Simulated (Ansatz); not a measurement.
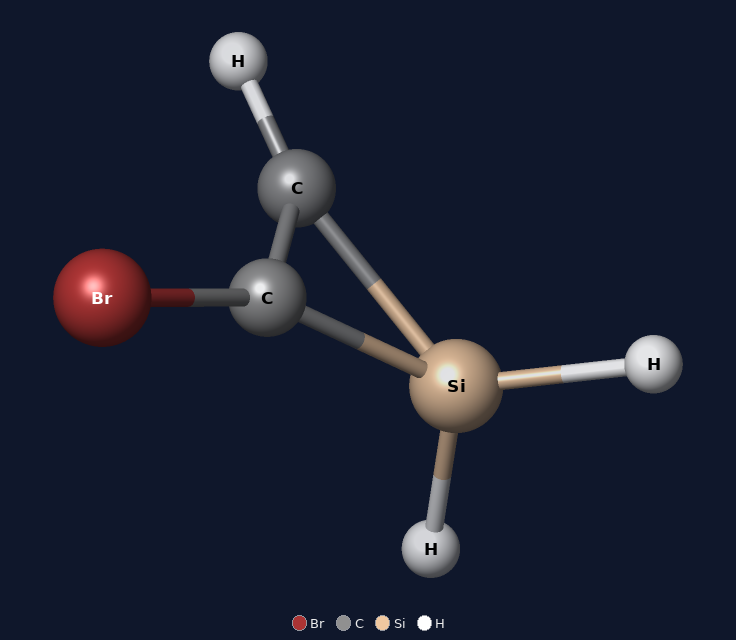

A ball-and-stick model of a molecule.

The computed structure is the end point of a PBE0-D4/def2-TZVP optimisation.

Describe the molecule.

The molecule is C₂H₃BrSi. As SMILES it reads `BrC1=C[SiH2]1`. Independent rings (smallest set): 1 of 3 members. Among its groups: alkene, C–Br bond, Si–H bond. This geometry has Cs symmetry.

The parts below concern this one geometry. Atoms keep their numbers from picture to picture.

**Geometry**

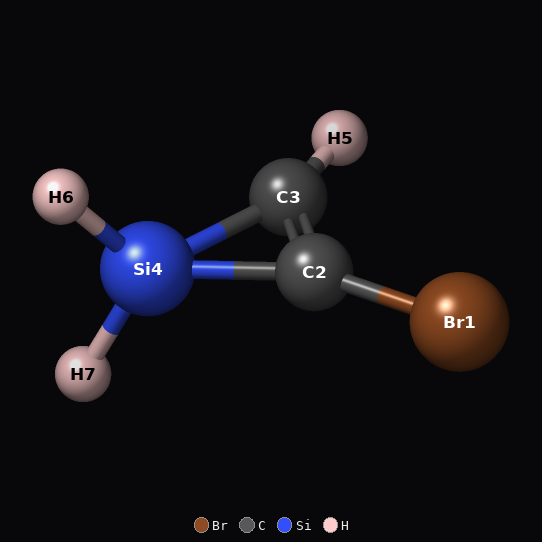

Atoms carry their numbers in the input.

Estimate the angles Br1–C2–C3, Br1–C2–Si4, C3–C2–Si4, C2–C3–Si4, C2–C3–H5, Si4–C3–H5, C2–Si4–C3, C2–Si4–H6, C3–Si4–H6, H6–Si4–H7.

```tsv
angle	degrees
Br1–C2–C3	135.4
Br1–C2–Si4	155.3
C3–C2–Si4	69.3
C2–C3–Si4	67.9
C2–C3–H5	137.4
Si4–C3–H5	154.8
C2–Si4–C3	42.9
C2–Si4–H6	121.5
C3–Si4–H6	121.5
H6–Si4–H7	111.7
```

**Levels of theory compared**

Program: Ansatz 0.2.0.

Compare HOMO–LUMO gap (eV), HOMO energy (eV), dipole (D) at these levels: B3LYP-D4/def2-TZVPP; PBE-D4/def2-TZVPP; r2SCAN-D4/def2-TZVPP; ωB97M-V/def2-TZVPP.

```json
{"level": "B3LYP-D4/def2-TZVPP", "HOMO–LUMO gap (eV)": "6.44", "HOMO energy (eV)": "−7.41", "dipole (D)": "1.41"}
{"level": "PBE-D4/def2-TZVPP", "HOMO–LUMO gap (eV)": "4.84", "HOMO energy (eV)": "−6.47", "dipole (D)": "1.23"}
{"level": "r2SCAN-D4/def2-TZVPP", "HOMO–LUMO gap (eV)": "5.32", "HOMO energy (eV)": "−6.72", "dipole (D)": "1.38"}
{"level": "ωB97M-V/def2-TZVPP", "HOMO–LUMO gap (eV)": "10.82", "HOMO energy (eV)": "−9.75", "dipole (D)": "1.43"}
```

**Thermal motion**

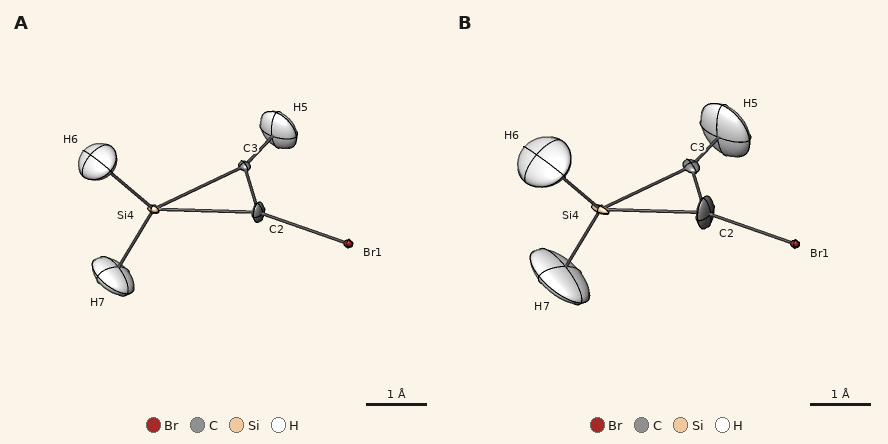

Displacement ellipsoids at the 50 % level, scaled by 1.5, from the internal vibrations of the free molecule (harmonic, no overall translation or rotation; no half-axis is drawn under 0.075 Å). Vibrations computed with RKS PBE0-D4/def2-TZVP (Ansatz 0.2.0). One panel is for 298 K, the other for 900 K.

Which panel is for 900 K?

B.

How much does the mean-square displacement of Si4 grow, and why?

U_eq goes from 0.00094 to 0.0023 Å², a factor of 2.5. Modes below kT (626 cm⁻¹ at 900 K) grow about in proportion to T, and the lowest lies at 235 cm⁻¹; the mean-square amplitude of a mode is its zero-point value times coth(ħω/2kT), which comes close to 1 only above about 3kT.

**Vibrations**

Harmonic vibrations computed with RKS PBE0-D4/def2-TZVP (Ansatz 0.2.0) at a stationary point of the same level.

List the wavenumbers.

15 modes: 235, 268, 383, 555, 654, 668, 753, 840, 923, 982, 1052, 1603, 2239, 2249, 3229 cm⁻¹.
